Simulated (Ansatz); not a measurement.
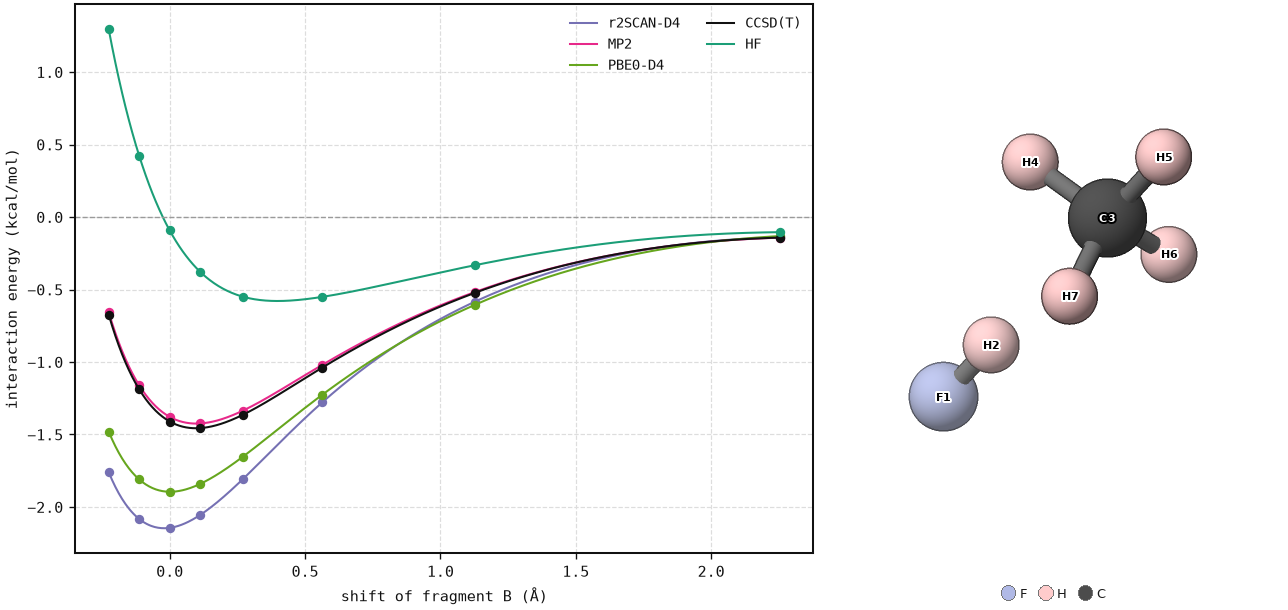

Interaction curve of the pair FH (A) and CH₄ (B), SMILES F.C, from the arrangement drawn (closest contact, H···H pairs aside, H2···C3 2.25 Å; others can bind more strongly), without the energy that it costs to deform the partners. The Ansatz code 0.2.0, def2-TZVPPD, cores frozen in correlated methods. Fragment B of a pair is moved rigidly from the minimum (PBE0-D4/def2-TZVP) along the line between the fragments' mean atom positions; interaction energies with counterpoise. Splines pass through the computed points, which are marked.

### Which curve follows CCSD(T) best, and which worst?

Best MP2, worst HF; largest departures, offsets in depth included: MP2 0.03, PBE0-D4 0.81, r2SCAN-D4 1.09, HF 1.97 kcal/mol. CCSD(T) is in the same finite basis, not at its limit.

### Where is the minimum of each curve?

r2SCAN-D4: near −0.02 Å, −2.15 kcal/mol; MP2: near 0.10 Å, −1.42 kcal/mol; PBE0-D4: near 0.00 Å, −1.90 kcal/mol; CCSD(T): near 0.10 Å, −1.46 kcal/mol; HF: near 0.40 Å, −0.58 kcal/mol (from the spline).

### Give the values at the computed points.

In kcal/mol:
```csv
shift of fragment B (Å),r2SCAN-D4,MP2,PBE0-D4,CCSD(T),HF
−0.23,−1.76,−0.66,−1.48,−0.67,1.30
−0.11,−2.08,−1.16,−1.81,−1.19,0.42
0.00,−2.14,−1.38,−1.90,−1.41,−0.09
0.11,−2.05,−1.42,−1.84,−1.46,−0.38
0.27,−1.81,−1.34,−1.65,−1.36,−0.55
0.56,−1.28,−1.02,−1.23,−1.04,−0.55
1.13,−0.58,−0.52,−0.61,−0.52,−0.33
2.25,−0.14,−0.14,−0.13,−0.14,−0.10
```
